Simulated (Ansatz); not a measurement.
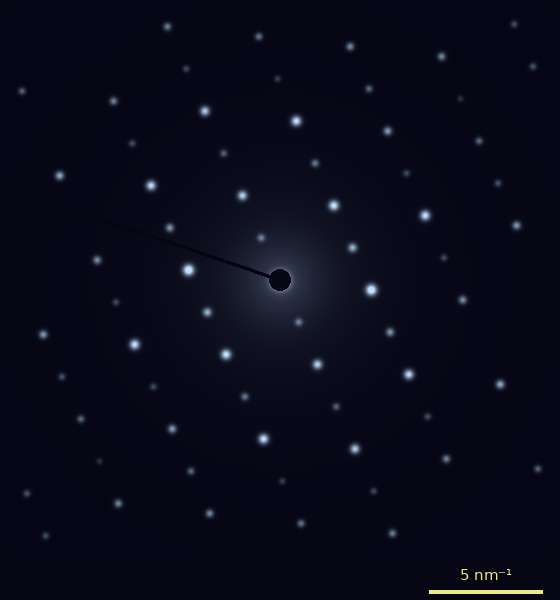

Computed electron diffraction pattern, 80 kV, single scattering only, B = 0.5 Å².

Phase: YbNi2S2, space group C2/m (No. 12), a = 10.491 Å, b = 3.989 Å, c = 3.989 Å, β = 112.35°. Structure: the end point of a relaxation with Ansatz, DFT, PAW plane waves, pbe+U, spin-orbit; the starting structure was generated, so it need not be a known form of this composition.

```
Yb S Ni
1.0
    10.49085    0.00000    0.00000
     0.00000    3.98869    0.00000
    -1.51653    0.00000    3.68915
Yb S Ni
2 4 4
Direct
  0.00000 0.50000 0.00000
  0.50000 0.00000 0.00000
  0.35646 0.50000 0.30913
  0.14354 0.00000 0.69087
  0.85646 0.00000 0.30913
  0.64354 0.50000 0.69087
  0.25486 0.00000 0.30043
  0.24514 0.50000 0.69957
  0.75486 0.50000 0.30043
  0.74514 0.00000 0.69957
```

> Determine the zone axis from the geometry of the pattern.

The spots form a rectangular net whose two shortest vectors correspond to d = 4.85 Å and 2.82 Å, 90.0° apart. They index as 2 0 0 and 1 1 -1, so the zone axis is [011] (or an equivalent direction of <011>).

> Which reflections of this zone are missing, and why?

The lattice centring (C) removes all reflections that break h + k = 2n; reflections such as 8 2 -2 are allowed but too weak to see at this display level.

> List the strongest reflections.

Strongest reflections with d > 0.86 Å, one of each family (|F|² from tabulated Gaussian fits of the electron scattering factors, times a small damping for the curvature of the Ewald sphere):

```tsv
hkl	d (Å)	I (strongest = 100)
3 1 -1	2.438	100
1 -1 1	2.438	54
5 -1 1	1.403	53
2 2 -2	1.410	51
7 1 -1	1.403	45
4 0 0	2.426	35
```
